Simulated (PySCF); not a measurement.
**SiO2 (SMILES O=[Si]=O): CCSD(T)/6-31G**

What is the vertical ionisation energy of SiO2 at CCSD(T)/6-31G? Input form: a Python script.

Program for the calculation: PySCF 2.14.0.

## (1) The structure to begin with

The species is SiO2 (3 atoms), meant as a singlet with charge 0. SMILES: `O=[Si]=O`. The shape is that of a PBE0-D4/def2-TZVP optimisation.

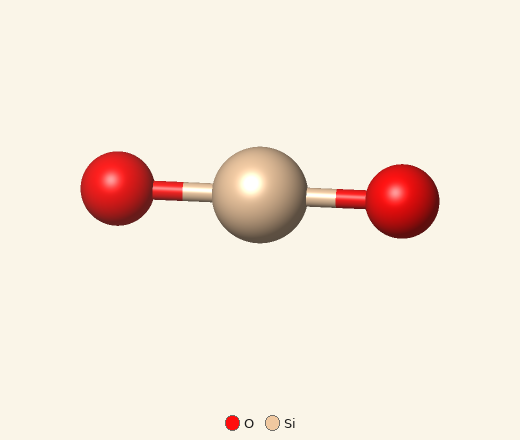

Viewed from a chosen angle; oxygen red, silicon light orange.

## (2) The energy at CCSD(T)/6-31G

The input, run.py:

```python
from pyscf import gto, cc

mol = gto.M(
    atom=[
    ('O', (0.697730, 1.229600, 0.518760)),
    ('Si', (-0.000010, 0.000000, -0.000000)),
    ('O', (-0.697730, -1.229610, -0.518760)),
],
    basis='6-31g',
    max_memory=1860,
    verbose=3,
)

mf = mol.RHF()
mf.conv_tol = 1e-10
mf.kernel()
if not mf.converged:
    mf = mf.newton().run(mf.mo_coeff, mf.mo_occ)

mycc = cc.CCSD(mf, frozen=7)
mycc.kernel()
e_t = mycc.ccsd_t()
e_tot = mycc.e_tot + e_t
print(f'total energy: {e_tot:.8f} hartree')
```

Launch:

```bash
$ OMP_NUM_THREADS=1 python run.py
```

Standard output:

```text
converged SCF energy = -438.462583532596
E(CCSD) = -438.7872982413447  E_corr = -0.3247147087488667
CCSD(T) correction = -0.0161808265023432
total energy: -438.80347907 hartree
```

Run time: 0.91 s. Hardware: 1 thread of Arm Neoverse V2, shared host; peak memory 0.12 GiB.

## (3) The doublet cation, same level

The input, calc.py:

```python
from pyscf import gto, scf, cc

system = gto.M(
    atom='''
O      1.318519     2.323607     0.980314
Si    -0.000019     0.000000     0.000000
O     -1.318519    -2.323626    -0.980314
''',
    max_memory=1860,
    unit='bohr',
    verbose=3,
    charge=1,
    spin=1,
    basis='6-31g',
)

hf = scf.UHF(system)
hf.conv_tol = 1e-10
hf.kernel()
if not hf.converged:
    hf = hf.newton().run(hf.mo_coeff, hf.mo_occ)

mycc = cc.CCSD(hf, frozen=7)
mycc.kernel()
e_t = mycc.ccsd_t()
e_tot = mycc.e_tot + e_t
print('E = %.10f Eh' % e_tot)
```

Launch:

```bash
$ OMP_NUM_THREADS=1 python calc.py
```

Standard output:

```text
converged SCF energy = -438.064832795436  <S^2> = 1.1484792  2S+1 = 2.3651463
E(UCCSD) = -438.3612845465691  E_corr = -0.2964517511333014
UCCSD(T) correction = -0.0103442906471489
E = -438.3716288372 Eh
```

Wall time 1.4 s (1 thread of Arm Neoverse V2, shared host); peak memory 0.11 GiB.

## (4) What came out

At CCSD(T)/6-31G, 7 core orbitals frozen:

| quantity | value |
| --- | --- |
| singlet SiO2: total energy | -438.80348 Eh |
| singlet SiO2: dipole moment (Hartree–Fock density) | 0.00 D |
| singlet SiO2: HOMO energy (Hartree–Fock orbitals) | -13.54 eV |
| singlet SiO2: LUMO energy (Hartree–Fock orbitals) | -0.07 eV |
| singlet SiO2: HOMO–LUMO gap (Hartree–Fock orbitals) | 13.47 eV |
| singlet SiO2: correlation energy (7 core orbitals frozen) | -340.9 mEh |
| singlet SiO2: (T) correction | -16.18 mEh |
| singlet SiO2: T1 diagnostic | 0.030 |
| doublet cation: total energy | -438.37163 Eh |
| doublet cation: HOMO energy (Hartree–Fock orbitals) (highest over α and β) | -19.54 eV |
| doublet cation: LUMO energy (Hartree–Fock orbitals) (lowest over α and β) | -8.49 eV |
| doublet cation: correlation energy (7 core orbitals frozen) | -306.8 mEh |
| doublet cation: (T) correction | -10.34 mEh |
| doublet cation: ⟨S²⟩ of the reference determinant | 1.148 |
| doublet cation: T1 diagnostic | 0.065 |
| vertical ionisation energy (to the doublet cation) | 11.751 eV |

**Reading.** Removing an electron at fixed nuclei costs 11.75 eV (271 kcal/mol). The T1 diagnostic (singlet SiO2) of 0.030 is above the customary mark for such species, so a single reference may not serve. Mulliken charges (singlet SiO2) of the mean-field density run from -0.76 on O1 to +1.52 on Si2; they depend strongly on the basis. The triples (singlet SiO2) make up 4.7 % of the correlation energy. ⟨S²⟩ (doublet cation) is 1.15 where a pure doublet has 0.75: the reference is spin-contaminated. The T1 diagnostic (doublet cation) of 0.065 is above the customary mark for such species, so a single reference may not serve.
